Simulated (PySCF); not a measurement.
# C5H12O2Si: magnetic properties

Wanted: magnetic properties for C5H12O2Si (`CC(=O)C(C)(C)O[SiH3]`).

Computed with PySCF 2.14.0 and routines of our own; the level stands in each step. Atoms count from 0.

## 1. The starting structure

20 atoms, charge 0, multiplicity 1; geometry from: GFN2-xTB.

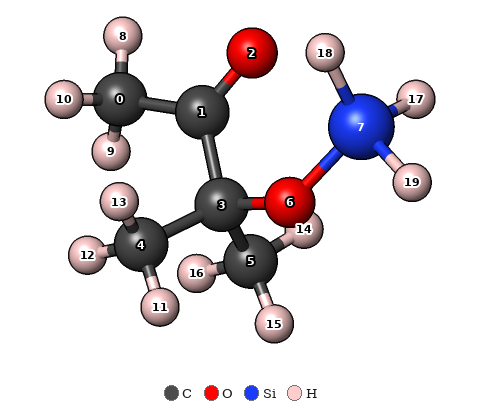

The starting geometry (carbon dark grey, oxygen red, silicon blue, hydrogen pink).

## 2. Magnetic properties: GIAO BHandHLYP/pcSseg-1

Job settings and geometry (Å):

```
{"job": {"kind": "mag", "xc": "BHandHLYP", "basis": "pcSseg-1", "isotopologues": 2}, "charge": 0, "multiplicity": 1}
C     -2.060560     0.979700     0.076564
C     -0.559644     0.926500     0.116293
O      0.112811     1.914088     0.269595
C      0.108269    -0.438865    -0.046894
C     -0.529033    -1.484659     0.877866
C     -0.026226    -0.858620    -1.522982
O      1.458013    -0.356357     0.261793
Si     2.454176     0.917098     0.459854
H     -2.383271     2.010868    -0.043651
H     -2.459134     0.369015    -0.727473
H     -2.448523     0.600973     1.020389
H      0.040785    -2.406888     0.796673
H     -1.562211    -1.681978     0.608882
H     -0.477978    -1.143260     1.909207
H      0.351276    -0.066709    -2.165810
H      0.580154    -1.746807    -1.682167
H     -1.056721    -1.080199    -1.785131
H      2.551310     1.786211    -0.710795
H      2.233798     1.663546     1.696372
H      3.667561     0.107021     0.588380
```

Level: GIAO BHandHLYP/pcSseg-1 magnetisability, rotational g tensor and spin-rotation constants, non-relativistic, gas phase.

On the command line:

```
OMP_NUM_THREADS=1 python excited_run.py task.json out
```

This one command runs all jobs of the session in turn.

What it wrote:

```text
coarse grid: 16672 points
cycle   1  E = -637.2279245417  dE =  1.206e+00  |g| = 9.696e-01  |ddm| = 3.806e+00
cycle   2  E = -637.0737626868  dE =  1.542e-01  |g| = 1.380e+00  |ddm| = 1.791e+00
cycle   3  E = -637.4091697017  dE = -3.354e-01  |g| = 1.295e-01  |ddm| = 1.194e+00
cycle   4  E = -637.4117952984  dE = -2.626e-03  |g| = 7.465e-02  |ddm| = 1.413e-01
cycle   5  E = -637.4127903289  dE = -9.950e-04  |g| = 1.425e-02  |ddm| = 7.032e-02
cycle   6  E = -637.4128322075  dE = -4.188e-05  |g| = 3.677e-03  |ddm| = 1.397e-02
cycle   7  E = -637.4128357817  dE = -3.574e-06  |g| = 9.641e-04  |ddm| = 4.969e-03
final grid: 154848 points
cycle   8  E = -637.4670766483  dE = -2.430e-05  |g| = 4.164e-03  |ddm| = 1.942e-02
cycle   9  E = -637.4670762366  dE =  4.117e-07  |g| = 4.636e-03  |ddm| = 6.173e-03
cycle  10  E = -637.4670804770  dE = -4.240e-06  |g| = 8.366e-04  |ddm| = 3.686e-03
cycle  11  E = -637.4670806031  dE = -1.261e-07  |g| = 1.703e-04  |ddm| = 6.483e-04
cycle  12  E = -637.4670806090  dE = -5.895e-09  |g| = 5.520e-05  |ddm| = 2.113e-04
cycle  13  E = -637.4670806096  dE = -6.323e-10  |g| = 1.869e-05  |ddm| = 6.856e-05
converged SCF energy = -637.4670806096

Magnetisability tensor (1e-30 J/T^2)
    -1316.41       -4.39        1.02
       -4.39    -1159.37       31.13
        1.02       31.13    -1397.39
isotropic -1291.06   principal values   -1401.43  -1316.49  -1155.25
isotropic susceptibility -77.749 1e-6 cm^3/mol

Inertial axes            a          b          c
rot. const./GHz      2.3680     1.4354     1.1300
chi total           -78.977    -69.920    -84.350
chi diamagnetic    -653.879   -999.937  -1216.251
chi paramagnetic    574.902    930.017   1131.901
quadrupole/D A        3.230     -5.178      1.947
g nuclear            0.6099     0.6064     0.5900
g electronic        -0.6396    -0.6272    -0.6009
g total             -0.0296    -0.0207    -0.0109

Spin-rotation constants (kHz, H = +C I.J)
atom  isotope        aa         bb         cc
  8     1H       -0.246      0.033     -0.126
  9     1H       -0.113     -0.114     -0.076
 10     1H       -0.200     -0.176      0.012
 11     1H       -0.257      0.037     -0.127
 12     1H        0.051     -0.160     -0.131
 13     1H       -0.273     -0.128      0.003
 14     1H       -0.233     -0.109     -0.031
 15     1H       -0.250      0.028     -0.124
 16     1H        0.047     -0.164     -0.129
 17     1H       -0.191     -0.099      0.031
 18     1H       -0.192     -0.055     -0.002
 19     1H       -0.040     -0.030     -0.095
  0    13C*       0.321      0.229      0.187
  1    13C*       1.375      0.788      0.257
  2    17O*      -1.902     -1.195     -0.041
  3    13C*       0.483      0.365      0.263
  4    13C*       0.355      0.250      0.170
  6    17O*      -0.257     -0.113     -0.067
  7   29Si*      -1.264     -0.797     -0.664
* in the singly substituted isotopologue

Isotopologues: g along a, b, c
2H    at 8,9,10,11,12,1    -0.0245    -0.0174    -0.0095
13C   at 0                 -0.0294    -0.0206    -0.0108
```

It took 80 s on 1 thread of Arm Neoverse N1, shared host; peak memory 0.91 GiB.

From this job:

| quantity | value |
| --- | --- |
| magnetisability | -1291·10⁻³⁰ J/T² |
| molar susceptibility | -77.7·10⁻⁶ cm³/mol |
| rotational g (a, b, c) | -0.0296, -0.0207, -0.0109 |

The fields below are evaluated on a grid from the run's orbitals.

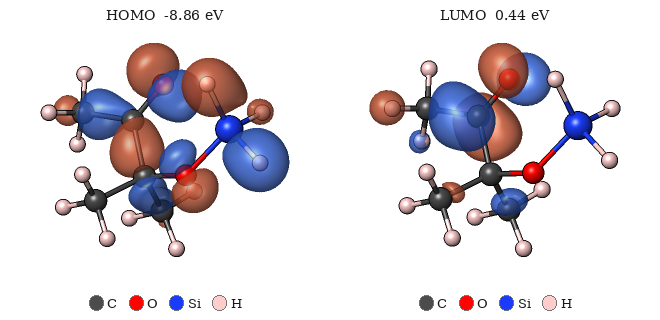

Frontier orbitals at BHandHLYP/pcSseg-1; each surface holds 70 % of the orbital's density, blue and red mark the sign.

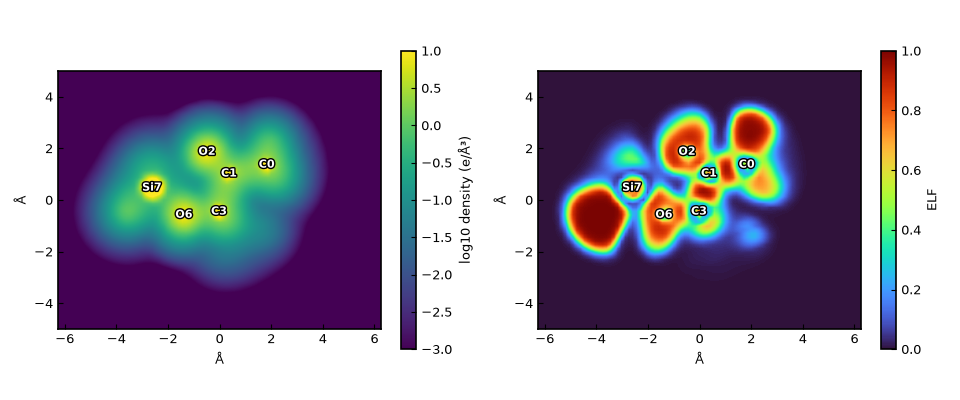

Density (left) and ELF (right) in a plane through or near 6 of the atoms.

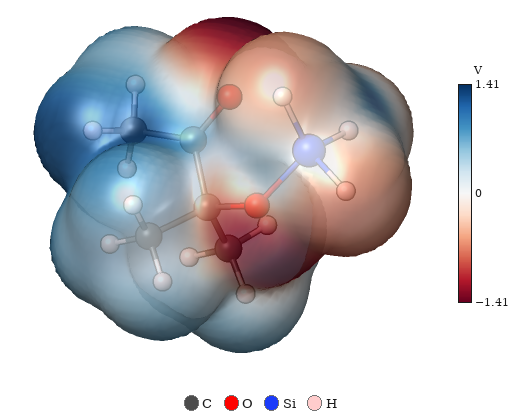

Electrostatic potential on the surface of density 0.002 e/bohr³; red is low, blue high. It runs, from the 1st to the 99th percentile, from -1.41 V near O2 to 1.34 V near H9.

## 3. Magnetic properties: GIAO PBE0/6-31G*, grid 4

The job, as its differences from that of step 2:

```diff
@@ -1,2 +1,2 @@
-{"job": {"kind": "mag", "xc": "BHandHLYP", "basis": "pcSseg-1", "isotopologues": 2}, "charge": 0, "multiplicity": 1}
+{"job": {"kind": "mag", "xc": "PBE0", "basis": "6-31G*", "grid": 4, "scf": {"guess": "atom"}}, "charge": 0, "multiplicity": 1}
 C     -2.060560     0.979700     0.076564
```

Level: GIAO PBE0/6-31G* magnetisability, rotational g tensor and spin-rotation constants, non-relativistic, gas phase.

What it wrote:

```text
final grid: 416976 points
cycle   1  E = -636.8389731842  dE =  2.109e+00  |g| = 1.214e+00  |ddm| = 4.251e+00
cycle   2  E = -636.6039487955  dE =  2.350e-01  |g| = 1.638e+00  |ddm| = 2.662e+00
cycle   3  E = -637.1451294921  dE = -5.412e-01  |g| = 3.300e-01  |ddm| = 1.783e+00
cycle   4  E = -637.1671011225  dE = -2.197e-02  |g| = 7.231e-02  |ddm| = 2.964e-01
cycle   5  E = -637.1679223796  dE = -8.213e-04  |g| = 4.037e-02  |ddm| = 9.810e-02
cycle   6  E = -637.1682418605  dE = -3.195e-04  |g| = 5.968e-03  |ddm| = 3.882e-02
cycle   7  E = -637.1682489650  dE = -7.104e-06  |g| = 1.566e-03  |ddm| = 6.703e-03
cycle   8  E = -637.1682495374  dE = -5.724e-07  |g| = 3.911e-04  |ddm| = 2.031e-03
cycle   9  E = -637.1682495706  dE = -3.325e-08  |g| = 1.078e-04  |ddm| = 5.057e-04
cycle  10  E = -637.1682495734  dE = -2.799e-09  |g| = 2.533e-05  |ddm| = 1.432e-04
cycle  11  E = -637.1682495735  dE = -1.201e-10  |g| = 1.199e-05  |ddm| = 4.420e-05
converged SCF energy = -637.1682495735

Magnetisability tensor (1e-30 J/T^2)
    -1293.05        3.07        3.25
        3.07    -1141.31       32.28
        3.25       32.28    -1389.69
isotropic -1274.68   principal values   -1393.90  -1293.04  -1137.11
isotropic susceptibility -76.763 1e-6 cm^3/mol

Inertial axes            a          b          c
rot. const./GHz      2.3680     1.4354     1.1300
chi total           -77.389    -69.006    -83.895
chi diamagnetic    -650.584   -997.611  -1213.263
chi paramagnetic    573.195    928.605   1129.368
quadrupole/D A        2.508     -4.254      1.746
g nuclear            0.6099     0.6064     0.5900
g electronic        -0.6377    -0.6262    -0.5996
g total             -0.0278    -0.0198    -0.0095

Spin-rotation constants (kHz, H = +C I.J)
atom  isotope        aa         bb         cc
  8     1H       -0.257      0.030     -0.132
  9     1H       -0.119     -0.119     -0.077
 10     1H       -0.207     -0.182      0.010
 11     1H       -0.265      0.036     -0.134
 12     1H        0.053     -0.165     -0.135
 13     1H       -0.278     -0.133      0.001
 14     1H       -0.239     -0.113     -0.034
 15     1H       -0.259      0.026     -0.131
 16     1H        0.046     -0.168     -0.133
 17     1H       -0.191     -0.098      0.032
 18     1H       -0.191     -0.055     -0.001
 19     1H       -0.042     -0.028     -0.094
  0    13C*       0.288      0.202      0.165
  1    13C*       1.255      0.710      0.235
  2    17O*      -1.734     -1.072     -0.031
  3    13C*       0.438      0.345      0.240
  4    13C*       0.314      0.224      0.151
  6    17O*      -0.253     -0.111     -0.058
  7   29Si*      -1.177     -0.739     -0.628
* in the singly substituted isotopologue
```

Run time: 96 s. Hardware: 1 thread of Arm Neoverse N1, shared host; peak memory 0.71 GiB.

In short:

| quantity | value |
| --- | --- |
| magnetisability | -1275·10⁻³⁰ J/T² |
| molar susceptibility | -76.8·10⁻⁶ cm³/mol |
| rotational g (a, b, c) | -0.0278, -0.0198, -0.0095 |

## 4. Magnetic properties: GIAO HCTH407/ANO-RCC-VDZP

The job, as its differences from that of step 3:

```diff
@@ -1,2 +1,2 @@
-{"job": {"kind": "mag", "xc": "PBE0", "basis": "6-31G*", "grid": 4, "scf": {"guess": "atom"}}, "charge": 0, "multiplicity": 1}
+{"job": {"kind": "mag", "xc": "HCTH407", "basis": "ANO-RCC-VDZP", "scf": {"guess": "1e", "max_cycle": 51}}, "charge": 0, "multiplicity": 1}
 C     -2.060560     0.979700     0.076564
```

With the program's defaults for keys left out, this is: GIAO HCTH407/ANO-RCC-VDZP magnetisability, rotational g tensor and spin-rotation constants, non-relativistic, gas phase.

What it wrote:

```text
final grid: 154848 points
cycle   1  E = -498.9165984594  dE =  1.429e+01  |g| = 1.209e+01  |ddm| = 8.140e+01
cycle   2  E = -464.4590531925  dE =  3.446e+01  |g| = 1.747e+01  |ddm| = 7.355e+01
cycle   3  E = -588.4671012425  dE = -1.240e+02  |g| = 9.650e+00  |ddm| = 1.839e+01
cycle   4  E = -615.1647541471  dE = -2.670e+01  |g| = 6.504e+00  |ddm| = 1.664e+01
cycle   5  E = -557.3236022055  dE =  5.784e+01  |g| = 1.288e+01  |ddm| = 1.916e+01
cycle   6  E = -624.2661709176  dE = -6.694e+01  |g| = 5.973e+00  |ddm| = 1.220e+01
cycle   7  E = -637.3987995624  dE = -1.313e+01  |g| = 1.035e+00  |ddm| = 1.261e+01
cycle   8  E = -637.1915017735  dE =  2.073e-01  |g| = 1.465e+00  |ddm| = 2.614e+00
cycle   9  E = -637.6613728940  dE = -4.699e-01  |g| = 2.506e-01  |ddm| = 1.697e+00
cycle  10  E = -637.6732116154  dE = -1.184e-02  |g| = 1.611e-01  |ddm| = 4.700e-01
cycle  11  E = -637.6758856970  dE = -2.674e-03  |g| = 1.211e-01  |ddm| = 2.256e-01
cycle  12  E = -637.6786927835  dE = -2.807e-03  |g| = 2.752e-02  |ddm| = 1.187e-01
cycle  13  E = -637.6788679767  dE = -1.752e-04  |g| = 4.220e-03  |ddm| = 3.309e-02
cycle  14  E = -637.6788718239  dE = -3.847e-06  |g| = 1.645e-03  |ddm| = 6.318e-03
cycle  15  E = -637.6788724846  dE = -6.608e-07  |g| = 3.581e-04  |ddm| = 1.947e-03
cycle  16  E = -637.6788725154  dE = -3.077e-08  |g| = 9.131e-05  |ddm| = 5.079e-04
cycle  17  E = -637.6788725171  dE = -1.731e-09  |g| = 3.548e-05  |ddm| = 1.300e-04
cycle  18  E = -637.6788725174  dE = -2.910e-10  |g| = 1.362e-05  |ddm| = 5.635e-05
converged SCF energy = -637.6788725174

Magnetisability tensor (1e-30 J/T^2)
    -1265.58       -3.72        1.23
       -3.72    -1114.36       30.09
        1.23       30.09    -1340.22
isotropic -1240.05   principal values   -1344.19  -1265.62  -1110.34
isotropic susceptibility -74.678 1e-6 cm^3/mol

Inertial axes            a          b          c
rot. const./GHz      2.3680     1.4354     1.1300
chi total           -75.908    -67.214    -80.911
chi diamagnetic    -651.447   -998.600  -1214.520
chi paramagnetic    575.539    931.386   1133.609
quadrupole/D A        2.214     -4.335      2.121
g nuclear            0.6099     0.6064     0.5900
g electronic        -0.6403    -0.6281    -0.6018
g total             -0.0304    -0.0217    -0.0118

Spin-rotation constants (kHz, H = +C I.J)
atom  isotope        aa         bb         cc
  8     1H       -0.245      0.039     -0.130
  9     1H       -0.109     -0.109     -0.071
 10     1H       -0.200     -0.174      0.017
 11     1H       -0.255      0.042     -0.129
 12     1H        0.066     -0.157     -0.129
 13     1H       -0.266     -0.128      0.007
 14     1H       -0.225     -0.106     -0.028
 15     1H       -0.249      0.033     -0.126
 16     1H        0.061     -0.160     -0.127
 17     1H       -0.185     -0.093      0.043
 18     1H       -0.186     -0.049      0.009
 19     1H       -0.028     -0.025     -0.092
  0    13C*       0.319      0.221      0.185
  1    13C*       1.324      0.747      0.265
  2    17O*      -1.714     -1.103     -0.059
  3    13C*       0.491      0.381      0.270
  4    13C*       0.361      0.248      0.171
  6    17O*      -0.278     -0.148     -0.094
  7   29Si*      -1.106     -0.713     -0.617
* in the singly substituted isotopologue
```

Run time: 5.1 min. Hardware: 1 thread of Arm Neoverse N1, shared host; peak memory 0.68 GiB.

Despite a poor start guess, the SCF converged in 18 cycles.

In short:

| quantity | value |
| --- | --- |
| magnetisability | -1240·10⁻³⁰ J/T² |
| molar susceptibility | -74.7·10⁻⁶ cm³/mol |
| rotational g (a, b, c) | -0.0304, -0.0217, -0.0118 |

## 5. The levels compared

| level | ξ (10⁻³⁰ J/T²) | g(a) | g(b) | gap (eV) | functions | time |
| --- | --- | --- | --- | --- | --- | --- |
| GIAO BHandHLYP/pcSseg-1 | -1291 | -0.0296 | -0.0207 | 9.30 | 203 | 80 s |
| GIAO PBE0/6-31G*, grid 4 | -1275 | -0.0278 | -0.0198 | 6.64 | 140 | 96 s |
| GIAO HCTH407/ANO-RCC-VDZP | -1240 | -0.0304 | -0.0217 | 4.05 | 176 | 5.1 min |

## 6. Outcome

| quantity | value |
| --- | --- |
| magnetisability (step 2, GIAO BHandHLYP/pcSseg-1) | -1291·10⁻³⁰ J/T² |
| molar susceptibility (step 2, GIAO BHandHLYP/pcSseg-1) | -77.7·10⁻⁶ cm³/mol |
| rotational g (a, b, c) (step 2, GIAO BHandHLYP/pcSseg-1) | -0.0296, -0.0207, -0.0109 |
| surface potential, 1st and 99th percentile | -1.41 V and 1.34 V |
| magnetisability over the levels | -1291 to -1240·10⁻³⁰ J/T² |

What this shows: The magnetisability spreads by 4.0 % over 3 levels, from GIAO BHandHLYP/pcSseg-1 (80 s) to GIAO HCTH407/ANO-RCC-VDZP (5.1 min); the runs took 80 s to 5.1 min. Vibrational averaging and real surroundings are missing from these values.
